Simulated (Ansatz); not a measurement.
The run's input:

```
crystal:
  periodic: [false, false, false]
  atoms:
    - {symbol: C, position_ang: [-0.770289, 0.017894, -0.575993]}
    - {symbol: Si, position_ang: [0.707832, 0.663140, 0.315663]}
    - {symbol: As, position_ang: [-0.538107, -1.122687, 1.107201]}
    - {symbol: H, position_ang: [-0.667219, -0.524028, -1.509291]}
    - {symbol: H, position_ang: [-1.690682, 0.591835, -0.522289]}
    - {symbol: H, position_ang: [0.581297, 1.973921, 0.990481]}
    - {symbol: H, position_ang: [2.040832, 0.422339, -0.277138]}
    - {symbol: H, position_ang: [0.428436, -2.079414, 0.415567]}
basis:
  gaussian: {orbitals: def2-TZVPP}
hamiltonian: {xc: pbe0, dispersion: d4}
output: {orbitals: {seedname: orbitals}}
```

Run as:
```bash
ansatz run in.yaml --threads 2 --pin off --events-out ev --progress --plain --max-ram 4352MiB
```

Kohn-Sham orbital energies near the frontier, PBE0/def2-TZVPP with the Ansatz code 0.2.0, at a PBE0-D4/def2-TZVP geometry (a minimum by its frequencies), isolated molecule; empty levels in grey, levels within 0.03 eV side by side.

Where do the frontier orbitals lie?

HOMO at −6.89 eV, LUMO at −0.33 eV, 6.56 eV apart.

How far below the HOMO does the next level lie?

0.70 eV.

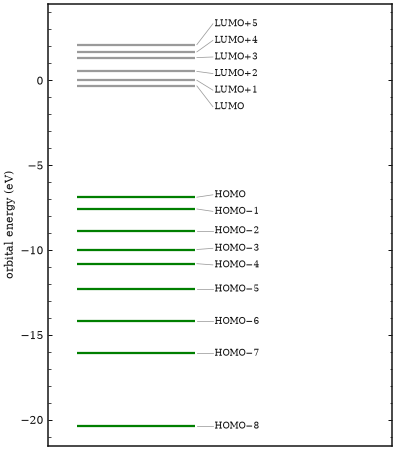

Known limits of this run: no scalar relativity up to krypton; empty levels above zero depend strongly on the basis.
